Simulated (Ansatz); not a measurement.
**CH5Al (SMILES [CH3][AlH2]) at CCSDTQ/STO-3G**

What is the electronic atomisation energy of CH5Al at CCSDTQ/STO-3G? 

The results are computed with Ansatz 0.2.0.

43 further runs of the same task are left out: 1 that didn't finish, 42 set aside as unsound or not needed.

## Step 1: The structure to begin with

The species is CH5Al (7 atoms), meant as a singlet with charge 0. As SMILES, `[CH3][AlH2]`. The shape is that of a PBE0-D4/def2-TZVP optimisation.

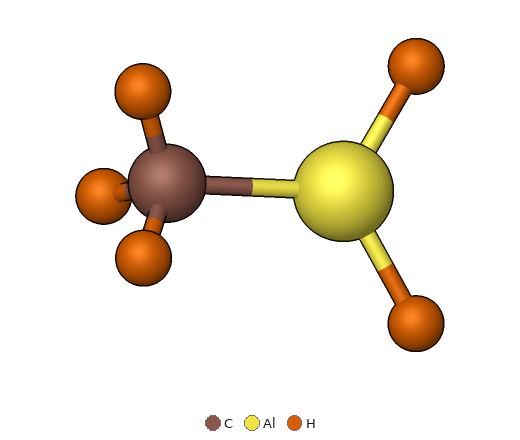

The structure, seen from a chosen angle (carbon brown, aluminium yellow, hydrogen orange).

## Step 2: The energy at CCSDTQ/STO-3G

The input, in.yaml:

```yaml
crystal:
  periodic: [false, false, false]
  atoms:
    - {symbol: C, position_ang: [-0.448500, -0.695600, -0.355500]}
    - {symbol: Al, position_ang: [0.562900, 0.778300, 0.424700]}
    - {symbol: H, position_ang: [-1.063100, -1.219600, 0.380800]}
    - {symbol: H, position_ang: [-1.134400, -0.306400, -1.118200]}
    - {symbol: H, position_ang: [0.193400, -1.425500, -0.855600]}
    - {symbol: H, position_ang: [0.016000, 1.549300, 1.703400]}
    - {symbol: H, position_ang: [1.934800, 1.251600, -0.225400]}
basis:
  gaussian:
    orbitals: STO-3G
total_charge: 0
correlation:
  method: ccsdtq
  frozen_orbitals: {Al: 5, C: 1, H: 0}
accuracy: high
scf:
  omitted_lower_state_checks: [cluster_reference, increment]
```

On the command line:

```bash
$ ansatz run in.yaml --threads 1 --pin off --max-ram 2610MiB --events-out events.jsonl --progress --plain --runs-dir runs
```

Output:

```text
Warning: RAYON_NUM_THREADS=1 ignored (pool sized by the plan → 1); use --threads N
[... 11 lines left out ...]
6 core orbitals not correlated: weight in the atoms' cores, before any rotation towards them, 0.999 or more for the frozen orbitals, at most 0.000 for the correlated occupied ones
[... 21 lines left out ...]
Total energy: -7603.87755251 eV, -279.4373459614 hartree
Checks for a lower state left out: cluster_reference, increment
```

Wall time 4.2 s (1 thread of Arm Neoverse V1, shared host); peak memory 0.1 GiB.

## Step 3: The Al atom, same level

The input, run.yaml:

```yaml
crystal:
  periodic: [false, false, false]
  atoms:
    - symbol: Al
      position_ang: [0.000000, 0.000000, 0.000000]
basis:
  gaussian:
    orbitals: STO-3G
magnetization:
  spin_polarized: true
  initial_magnetization: 1
scf:
  omitted_lower_state_checks: [cluster_reference, increment]
accuracy: high
correlation:
  method: ccsdtq
  frozen_orbitals: {Al: 5}
```

Run the same way, it converges to -238.88392 Eh (log not shown).

## Step 4: The C atom at the same level

The input, input.yaml:

```yaml
crystal:
  periodic: [false, false, false]
  atoms:
    - {symbol: C, position_ang: [0.000000, 0.000000, 0.000000]}
basis:
  gaussian:
    orbitals: STO-3G
magnetization:
  spin_polarized: true
  initial_magnetization: 2
correlation:
  method: ccsdtq
  frozen_orbitals: {C: 1}
accuracy: high
scf:
  omitted_lower_state_checks: [cluster_reference, increment]
```

Run the same way, it converges to -37.21862 Eh (log not shown).

## Step 5: The H atom: the energy at UHF/STO-3G

The input, run.yaml:

```yaml
crystal:
  periodic: [false, false, false]
  atoms:
    - {symbol: H, position_ang: [0.000000, 0.000000, 0.000000]}
basis:
  gaussian:
    orbitals: STO-3G
magnetization:
  spin_polarized: true
  initial_magnetization: 1
hamiltonian:
  xc: hf
accuracy: high
```

Run the same way, it converges to -0.46658 Eh (log not shown).

## Step 6: Outcome

At CCSDTQ/STO-3G, 6 core orbitals frozen:

| quantity | value |
| --- | --- |
| molecule: total energy | -279.43735 Eh |
| molecule: correlation energy (6 core orbitals frozen) | -118.9 mEh |
| molecule: T1 diagnostic | 0.006 |
| Al atom: total energy | -238.88392 Eh |
| Al atom: correlation energy (5 core orbitals frozen) | -25.6 mEh |
| Al atom: ⟨S²⟩ of the reference determinant | 0.750 |
| Al atom: T1 diagnostic | 0.000 |
| C atom: total energy | -37.21862 Eh |
| C atom: correlation energy (1 core orbital frozen) | -20.2 mEh |
| C atom: ⟨S²⟩ of the reference determinant | 2.000 |
| C atom: T1 diagnostic | 0.000 |
| H atom: total energy | -0.46658 Eh |
| H atom: ⟨S²⟩ | 0.750 |
| electronic atomisation energy | 27.263 eV |

Taking the molecule apart into free atoms costs 27.26 eV (629 kcal/mol), before zero-point energy and without spin-orbit coupling. In a minimal basis such a difference can be off by several eV, whatever the method.
